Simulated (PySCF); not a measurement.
## Electronic structure of CH5F2NSi in real space

The calculation's input:

```
{"job": {"kind": "nmr", "xc": "PBE0", "basis": "pcSseg-1", "pop": false}, "charge": 0, "multiplicity": 1}
N     -1.599000    -0.471800     0.188600
Si    -0.379800     0.754200    -0.070900
C      1.307700    -0.127600    -0.014100
F      1.294600    -1.344300    -0.641900
F      2.230900     0.676400    -0.549100
H     -2.482000    -0.277100     0.560300
H     -1.518300    -1.448200     0.021900
H     -0.406900     1.500300    -1.330300
H     -0.436800     1.859000     0.910600
H      1.617500    -0.319000     1.029500
```

Run with:

```sh
OMP_NUM_THREADS=1 python probes_run.py task.json out
```

Geometry: GFN2-xTB, MD frame at 250 fs, 300 K.

Computed with PBE0/pcSseg-1, SCF density, gas phase, non-relativistic in PySCF 2.14.0.

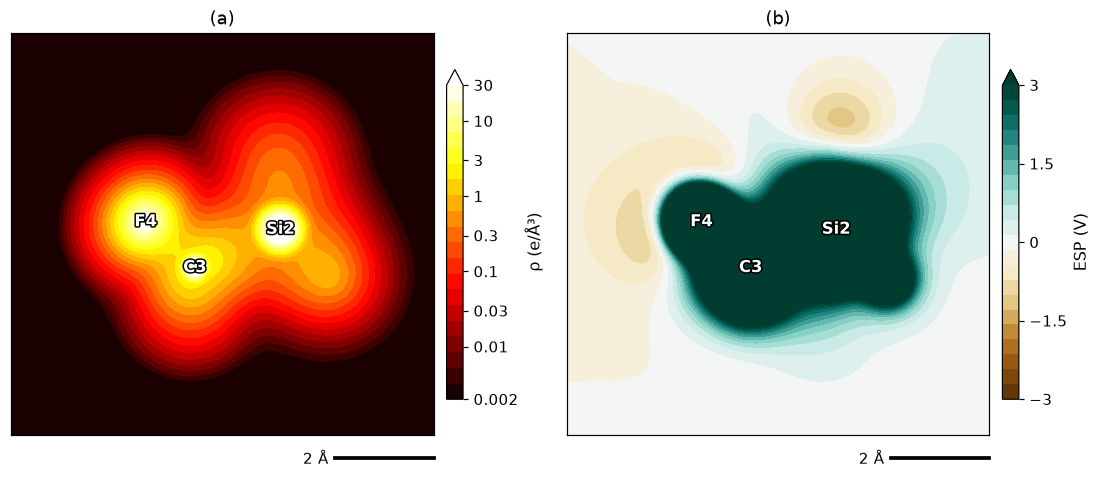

Figure 1. (a) electron density; (b) molecular electrostatic potential on the plane of atoms Si2, C3 and F4.

Q: Interpret the plot.

A: Atoms in the plane: Si, C and F. C–Si (1.90 Å): ρ is about 0.99 e/Å³ halfway. Outside the dense part of the molecule the potential is most negative (−1.1 V) near N1, which lies off the plane.

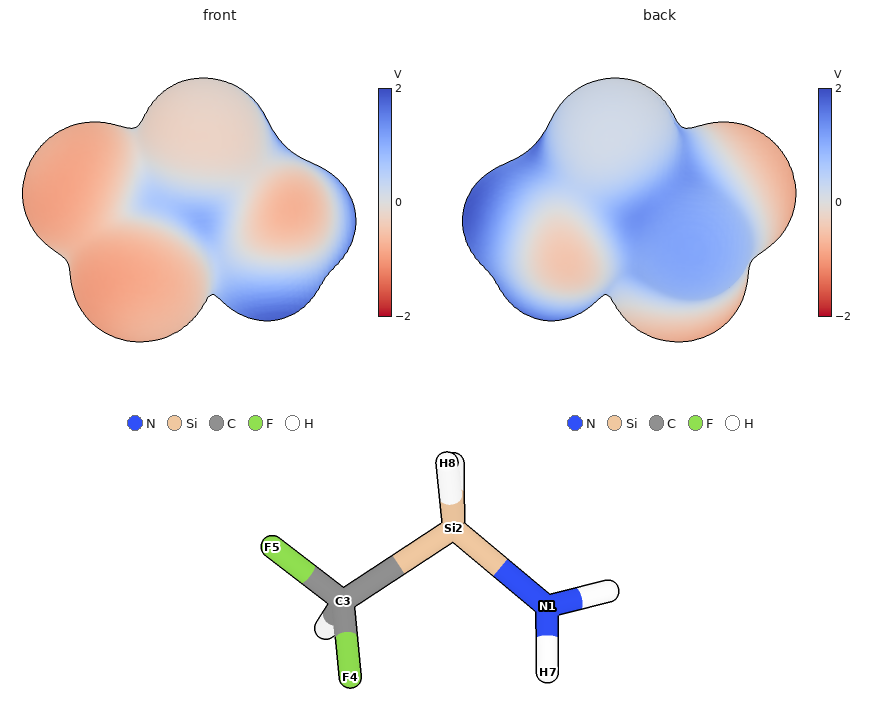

Figure 2. The electrostatic potential painted on the density surface at 0.002 e/bohr³, seen from the front and from behind; the colour scale runs from red (negative) to blue (positive). The bare structure is drawn below in the same view.

Q: Where is the surface potential most negative and most positive?

A: The most negative region (about −0.9 V) lies over F4 and F5, the most positive (about +1.8 V) over H6.

Q: How polar is the molecule by this calculation?

A: Its dipole moment is 2.64 D.
